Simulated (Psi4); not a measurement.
# AlH2OF (SMILES [OH][AlH][F]) at SCAN/def2-SVP (sweep point 2)

What is the vertical ionisation energy of AlH2OF at SCAN/def2-SVP (sweep point 2)? 

The calculation is run with Psi4 1.11.

**1. The system as given**

AlH2OF has 5 atoms, charge 0, and is taken as a singlet. As SMILES, `[OH][AlH][F]`. Geometry: a GFN2-xTB relaxation, a rough one for these elements and not checked as a minimum. This is one conformer, not always the lowest.

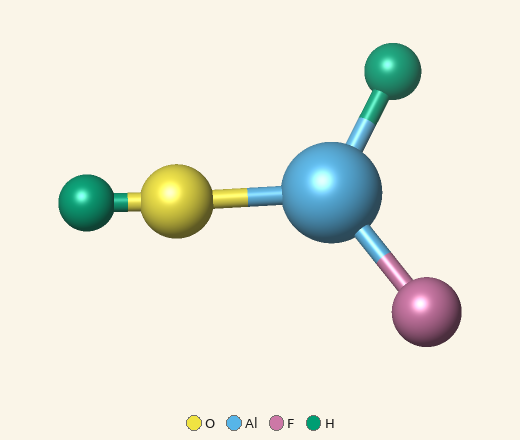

The structure, seen from a chosen angle (oxygen yellow, aluminium blue, fluorine pink, hydrogen teal).

**2. The energy at SCAN/def2-SVP (sweep point 2)**

Input file input.dat:

```
memory 1600 mb

molecule molecule1 {
  0 1
  O     -1.021720     0.325810    -0.327270
  Al     0.472970    -0.139110     0.144100
  F      0.778780    -1.566900     0.912060
  H     -1.871140     0.628670    -0.614330
  H      1.641100     0.751530    -0.114560
  symmetry c1
}

set globals {
  basis def2-SVP
  reference rks
  puream true
  scf_type pk
  dft_radial_points 99
  dft_spherical_points 590
}

result, w = energy("scan", return_wfn=True)
```

Run with:

```console
$ psi4 input.dat output.dat -n 1
```

output.dat:

```text
[...]
  Running in c1 symmetry.
[...]
  Nuclear repulsion =  100.879089140493420
[...]
  Multiplicity = 1
[...]
  Nalpha       = 16
  Nbeta        = 16
[...]
    Number of basis functions: 56
[...]
   @RKS iter   1:  -418.27230560028943   -3.70904e-01   1.54928e-02 DIIS/ADIIS
[...]
   @RKS iter   9:  -418.54714180216240   -3.39287e-09   1.25591e-07 DIIS
[...]
    Orbital Energies [Eh]
    ---------------------
    Doubly Occupied:
       1A    -55.745341     2A    -24.444006     3A    -18.942540
       4A     -4.084884     5A     -2.627292     6A     -2.621178
       7A     -2.618977     8A     -1.068034     9A     -0.929557
      10A     -0.509703    11A     -0.395519    12A     -0.354066
      13A     -0.350291    14A     -0.313841    15A     -0.299318
      16A     -0.283331
[...]
  @RKS Final Energy:  -418.54714180216240
   => Energetics <=
    Nuclear Repulsion Energy =            100.8790891404934200
    One-Electron Energy =                -782.9195710381044364
    Two-Electron Energy =                 302.0609724809389718
    DFT Exchange-Correlation Energy =     -38.5676323854903558
    Empirical Dispersion Energy =           0.0000000000000000
    VV10 Nonlocal Energy =                  0.0000000000000000
    Total Energy =                       -418.5471418021624004
[...]
 Multipole Moments:
 ------------------------------------------------------------------------------------
     Multipole            Electronic (a.u.)      Nuclear  (a.u.)        Total (a.u.)
 ------------------------------------------------------------------------------------
 L = 1.  Multiply by 2.5417464519 to convert [e a0] to [Debye]
 Dipole X            :          0.7506991           -1.3954114           -0.6447124
 Dipole Y            :         -2.3552354            2.9063896            0.5511542
 Dipole Z            :          1.2978109           -1.6810587           -0.3832478
 Magnitude           :                                                    0.9307545
[...]
```

Run time: 7.5 s. Hardware: 1 thread of AMD EPYC 9R45 (Zen 5), shared host; peak memory 1.1 GiB.

**3. The doublet cation, same level**

Input file input.inp:

```
memory 1600 mb

molecule molecule1 {
  1 2
  O     -1.021720     0.325810    -0.327270
  Al     0.472970    -0.139110     0.144100
  F      0.778780    -1.566900     0.912060
  H     -1.871140     0.628670    -0.614330
  H      1.641100     0.751530    -0.114560
  units angstrom
  symmetry c1
}

set {
  basis                def2-SVP
  reference            uks
  puream               true
  scf_type             pk
  dft_radial_points    99
  dft_spherical_points 590
  maxiter              150
}

energy_value = energy("scan")
```

Run with:

```console
$ psi4 -i input.inp -o input.out -n 1
```

input.out:

```text
[...]
  Running in c1 symmetry.
[...]
  Nuclear repulsion =  100.879089140493420
[...]
  Multiplicity = 2
[...]
  Nalpha       = 16
  Nbeta        = 15
[...]
    Number of basis functions: 56
[...]
   @UKS iter   1:  -417.82614228522965    7.52597e-02   1.49610e-02 DIIS/ADIIS
[...]
   @UKS iter  15:  -418.12812904541886   -2.43529e-09   2.39279e-07 DIIS
[...]
   @S^2 Observed:                7.597850319E-01
[...]
    Orbital Energies [Eh]
    ---------------------
    Alpha Occupied:
       1A    -56.048578     2A    -24.699328     3A    -19.302808
       4A     -4.387145     5A     -2.928184     6A     -2.924096
       7A     -2.922000     8A     -1.319505     9A     -1.273056
      10A     -0.830803    11A     -0.672772    12A     -0.660680
      13A     -0.624794    14A     -0.619343    15A     -0.588949
      16A     -0.584747
    Alpha Virtual:
      17A     -0.251289    18A     -0.245748    19A     -0.156698
      20A     -0.106929    21A     -0.069737    22A     -0.051350
      23A      0.089461    24A      0.100082    25A      0.142672
[...]
  @UKS Final Energy:  -418.12812904541886
   => Energetics <=
    Nuclear Repulsion Energy =            100.8790891404934200
    One-Electron Energy =                -773.5391014844974507
    Two-Electron Energy =                 292.7324975427155778
    DFT Exchange-Correlation Energy =     -38.2006142441304277
    Empirical Dispersion Energy =           0.0000000000000000
    VV10 Nonlocal Energy =                  0.0000000000000000
    Total Energy =                       -418.1281290454188593
[...]
 Multipole Moments:
 ------------------------------------------------------------------------------------
     Multipole            Electronic (a.u.)      Nuclear  (a.u.)        Total (a.u.)
 ------------------------------------------------------------------------------------
 L = 1.  Multiply by 2.5417464519 to convert [e a0] to [Debye]
 Dipole X            :          0.8256293           -1.3954114           -0.5697822
 Dipole Y            :         -1.2491729            2.9063896            1.6572167
 Dipole Z            :          0.7542463           -1.6810587           -0.9268125
 Magnitude           :                                                    1.9824228
[...]
```

Wall time 18 s (1 thread of AMD EPYC 9R45 (Zen 5), shared host); peak memory 1.1 GiB.

**4. Results**

At SCAN/def2-SVP (sweep point 2):

| quantity | value |
| --- | --- |
| singlet AlH2OF: total energy | -418.54714 Eh |
| singlet AlH2OF: dipole moment | 2.37 D |
| singlet AlH2OF: HOMO energy | -7.71 eV |
| singlet AlH2OF: LUMO energy | -0.36 eV |
| singlet AlH2OF: HOMO–LUMO gap | 7.35 eV |
| doublet cation: total energy | -418.12813 Eh |
| doublet cation: HOMO energy (highest over α and β) | -15.51 eV |
| doublet cation: LUMO energy (lowest over α and β) | -14.90 eV |
| doublet cation: ⟨S²⟩ | 0.760 |
| vertical ionisation energy (to the doublet cation) | 11.402 eV |

What this shows: The vertical ionisation energy comes to 11.40 eV (263 kcal/mol). −ε(HOMO) before ionisation, 7.71 eV, is 3.69 eV below this ionisation energy.
